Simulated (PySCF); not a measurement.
# BSiH5 (boranylsilane): NEVPT2(6,6)/def2-SVP

What is the vertical ionisation energy of BSiH5 (boranylsilane) at NEVPT2(6,6)/def2-SVP? Input form: a Python script.

The calculation is run with PySCF 2.14.0.

2 further runs of the same task are left out: 2 set aside as unsound or not needed.

## (1) The molecule

BSiH5 has 7 atoms, charge 0, and is taken as a singlet. SMILES: `B[SiH3]`. The shape is that of a PBE0-D4/def2-TZVP optimisation.

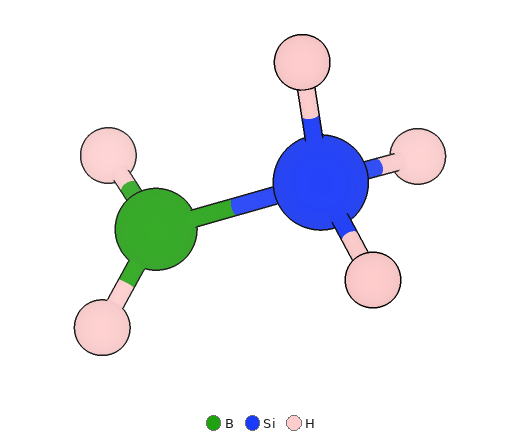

Viewed from a chosen angle; boron green, silicon blue, hydrogen pink.

## (2) A single-point energy at NEVPT2(6,6)/def2-SVP

The input, job.py:

```python
import numpy
from pyscf import gto, scf, mp, mcscf, mrpt

molecule = gto.M(
    atom='''
B   -0.043200  -1.189000   0.204300
Si   0.089100   0.785300  -0.148500
H   -1.126000  -1.690600   0.290100
H    0.906400  -1.902500   0.335400
H   -0.616000   1.093400  -1.427200
H   -0.623600   1.516700   0.939600
H    1.474500   1.318800  -0.239500
''',
    max_memory=1860,
    basis='def2-svp',
    verbose=3,
)

hf = scf.RHF(molecule)
hf.conv_tol = 1e-10
hf.kernel()
if not hf.converged:
    hf = hf.newton().run(hf.mo_coeff, hf.mo_occ)

pt = mp.MP2(scf.addons.convert_to_uhf(hf)).run()
noons, natorbs = mcscf.addons.make_natural_orbitals(pt)
print('natural occupations', numpy.round(noons[:40], 4))
cas = mcscf.CASSCF(hf, 6, 6)
cas.fix_spin_(ss=0.0)
cas.natorb = True
cas.kernel(natorbs)
e_pt2 = mrpt.NEVPT(cas).kernel()
energy = cas.e_tot + e_pt2
print('E(%s) = %.9f' % ('NEVPT2', energy))
```

Started as:

```
OMP_NUM_THREADS=1 python job.py
```

Log:

```text
converged SCF energy = -316.369695226547
E(UMP2) = -316.570199653844  E_corr = -0.200504427296866
E(SCS-UMP2) = -316.58584631789  E_corr = -0.216151091343189
natural occupations [2.0000e+00 1.9998e+00 1.9998e+00 1.9995e+00 1.9995e+00 1.9995e+00
 1.9810e+00 1.9770e+00 1.9735e+00 1.9725e+00 1.9718e+00 1.9629e+00
 1.5800e-02 1.5700e-02 1.5100e-02 1.2400e-02 1.0600e-02 1.0100e-02
 8.9000e-03 8.3000e-03 7.6000e-03 6.7000e-03 6.5000e-03 5.2000e-03
 4.6000e-03 4.0000e-03 3.9000e-03 3.6000e-03 2.6000e-03 2.5000e-03
 2.2000e-03 2.0000e-03 1.7000e-03 1.6000e-03 1.5000e-03 1.4000e-03
 1.0000e-03 8.0000e-04 7.0000e-04 6.0000e-04]
CASSCF energy = -316.407624954643
CASCI E = -316.407624954643  E(CI) = -8.05280351723081  S^2 = 0.0000000
Sr    (-1)',   E = -0.01091119963865
Si    (+1)',   E = -0.00040399531143
Sijrs (0)  ,   E = -0.07452076173593
Sijr  (+1) ,   E = -0.00650997989601
Srsi  (-1) ,   E = -0.02231889689159
Srs   (-2) ,   E = -0.03172309485714
Sij   (+2) ,   E = -0.00095398947211
Sir   (0)' ,   E = -0.01334441967267
Nevpt2 Energy = -0.160686337475521
E(NEVPT2) = -316.568311292
```

Run time: 6.6 s. Hardware: 1 thread of Arm Neoverse V2, shared host; peak memory 0.15 GiB.

## (3) The doublet cation, same level

The input, run.py:

```python
import numpy
from pyscf import gto, scf, mp, mcscf, mrpt

mol = gto.M(
    atom='''
B       -0.043200      -1.189000       0.204300
Si       0.089100       0.785300      -0.148500
H       -1.126000      -1.690600       0.290100
H        0.906400      -1.902500       0.335400
H       -0.616000       1.093400      -1.427200
H       -0.623600       1.516700       0.939600
H        1.474500       1.318800      -0.239500
''',
    max_memory=1860,
    verbose=3,
    basis='def2-svp',
    spin=1,
    charge=1,
)

mf = scf.ROHF(mol)
mf.conv_tol = 1e-10
mf.kernel()
if not mf.converged:
    mf = mf.newton().run(mf.mo_coeff, mf.mo_occ)

pt = mp.MP2(scf.addons.convert_to_uhf(mf)).run()
noons, natorbs = mcscf.addons.make_natural_orbitals(pt)
print('natural occupations', numpy.round(noons[:40], 4))
cas = mcscf.CASSCF(mf, 6, 5)
cas.fix_spin_(ss=0.75)
cas.natorb = True
cas.kernel(natorbs)
e_pt2 = mrpt.NEVPT(cas).kernel()
etot = cas.e_tot + e_pt2
print('E = %.10f Eh' % etot)
```

Started as:

```
OMP_NUM_THREADS=1 python run.py
```

Log:

```text
converged SCF energy = -315.992024331629
E(UMP2) = -316.168798779568  E_corr = -0.176774447939433
E(SCS-UMP2) = -316.184435324458  E_corr = -0.192410992829639
natural occupations [2.0000e+00 1.9998e+00 1.9998e+00 1.9995e+00 1.9995e+00 1.9995e+00
 1.9784e+00 1.9757e+00 1.9743e+00 1.9713e+00 1.9702e+00 9.9650e-01
 1.4500e-02 1.4100e-02 1.2200e-02 1.0200e-02 8.8000e-03 8.2000e-03
 7.7000e-03 6.5000e-03 6.1000e-03 5.8000e-03 4.9000e-03 4.5000e-03
 3.5000e-03 3.5000e-03 3.3000e-03 3.0000e-03 1.8000e-03 1.8000e-03
 1.6000e-03 1.5000e-03 1.5000e-03 1.3000e-03 1.1000e-03 9.0000e-04
 8.0000e-04 7.0000e-04 6.0000e-04 5.0000e-04]
CASSCF energy = -316.029801781047
CASCI E = -316.029801781047  E(CI) = -7.25345773161632  S^2 = 0.7500000
Sr    (-1)',   E = -0.01021589613385
Si    (+1)',   E = -0.00147786312533
Sijrs (0)  ,   E = -0.07190686804314
Sijr  (+1) ,   E = -0.00936566143966
Srsi  (-1) ,   E = -0.02229886296964
Srs   (-2) ,   E = -0.01830131146150
Sij   (+2) ,   E = -0.00064737891682
Sir   (0)' ,   E = -0.01194415385114
Nevpt2 Energy = -0.146157995941086
E = -316.1759597770 Eh
```

It took 5.7 s on 1 thread of Arm Neoverse V2, shared host; peak memory 0.15 GiB.

## (4) What came out

Level: NEVPT2(6,6)/def2-SVP.

| quantity | value |
| --- | --- |
| singlet BSiH5: total energy | -316.56831 Eh |
| singlet BSiH5: dipole moment (Hartree–Fock density) | 0.58 D |
| singlet BSiH5: HOMO energy (Hartree–Fock orbitals) | -11.47 eV |
| singlet BSiH5: LUMO energy (Hartree–Fock orbitals) | 1.24 eV |
| singlet BSiH5: HOMO–LUMO gap (Hartree–Fock orbitals) | 12.71 eV |
| doublet cation: total energy | -316.17596 Eh |
| vertical ionisation energy (to the doublet cation) | 10.676 eV |

**Reading.** The vertical ionisation energy comes to 10.68 eV (246 kcal/mol). Mulliken charges (singlet BSiH5) of the mean-field density run from -0.14 on H5 to +0.44 on Si2; they depend strongly on the basis. Mulliken charges (doublet cation) of the mean-field density run from +0.02 on H7 to +0.48 on Si2; they depend strongly on the basis.
